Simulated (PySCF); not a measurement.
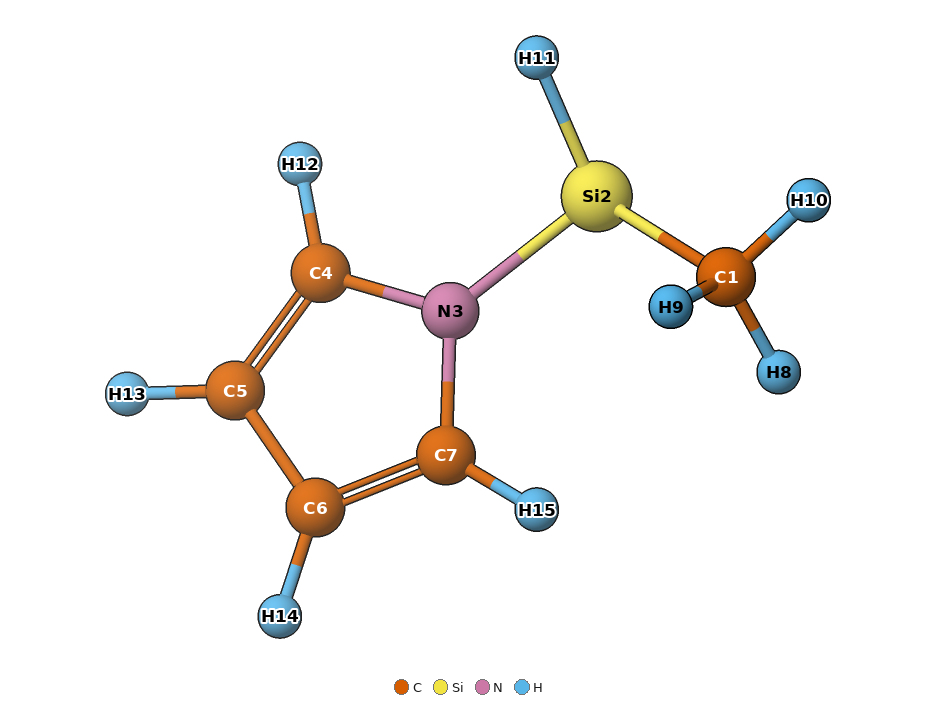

State: neutral, doublet. Computed geometry: GFN2-xTB optimisation. No frequency run is at hand to confirm it as a minimum. Level of theory: UKS B3LYP, pcH-1 on C H N Si, non-relativistic (PySCF 2.14.0).

Give the isotropic hyperfine couplings (Fermi-contact term alone) of C1, Si2, N3, C4, C5, C6, C7, H8, H9, H10, H11, H12, H13, H14, H15.

```tsv
atom	isotope	a_iso (MHz)
C1	13C	40.0
Si2	29Si	−547.6
N3	14N	9.6
C4	13C	−0.4
C5	13C	0.2
C6	13C	2.8
C7	13C	−1.9
H8	1H	6.1
H9	1H	51.3
H10	1H	−3.5
H11	1H	99.3
H12	1H	−1.0
H13	1H	−1.2
H14	1H	−2.2
H15	1H	−0.1
```

The geometry is semi-empirical. Around Si such bond lengths and angles can be off by a tenth of an ångström or more and by several degrees, and values that hang on the shape move with them.
